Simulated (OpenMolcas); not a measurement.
**How basis sets differ on BF (SMILES [B]F)**

BF has 2 atoms, charge 0, and is taken as a singlet. SMILES: `[B]F`. The shape is that of a PBE0-D4/def2-TZVP optimisation.

```xyz
2

B     0.0000    0.0000   -0.0094
F     0.0000    0.0000    1.2537
```

Quantity: the vertical ionisation energy (to the doublet cation), in eV. The values are calculated.

| level | kind | program | value (eV) | CPU time (all runs) |
| --- | --- | --- | --- | --- |
| PW91/pcseg-0 | GGA | OpenMolcas | 10.98 | 4.8 s |
| PW91/pcseg-1 | GGA | OpenMolcas | 10.95 | 5.2 s |
| PW91/aug-pcseg-1 | GGA | OpenMolcas | 11.00 | 6.2 s |
| PW91/pcseg-2 | GGA | OpenMolcas | 10.94 | 7.9 s |
| PW91/aug-pcseg-2 | GGA | OpenMolcas | 10.94 | 13 s |
| PW91/pcseg-3 | GGA | OpenMolcas | 10.94 | 25 s |

The values span 10.94 to 11.00 eV. CPU times are rough (shared hosts, several kinds of processor): they show what a rung costs within a factor of a few.

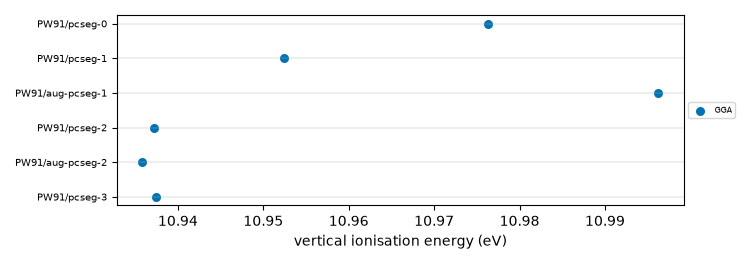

The values of the table, level by level.
